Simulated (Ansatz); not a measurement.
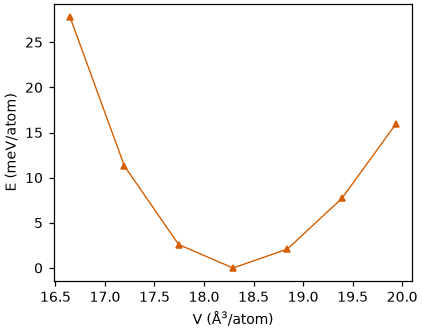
*LaN in space group P4/nmm (No. 129; La on 2c, N on 2a) under volume change, the program Ansatz at the HSE06 level (PAW), shape and atoms relaxed at each volume.*

Problem. What does a third-order Birch–Murnaghan fit give for V₀, B₀ and B′?

Solution. V₀ = 18.30 Å³/atom, B₀ = 45.1 GPa, B′ = 7.9.

The first step of the workflow began from a Materials Project structure, measured or hypothetical; the Crystallography Open Database copy checked does not list it. COD files the formula under space group No. 225. Whether it is the stable phase at ambient conditions was not checked. Symmetry was held in the HSE06 relaxation; its stability against distortions is not shown here. Scalar-relativistic: spin–orbit coupling is off unless named, which matters more the heavier the elements.

Potentials: the later of the program's two PAW sets.
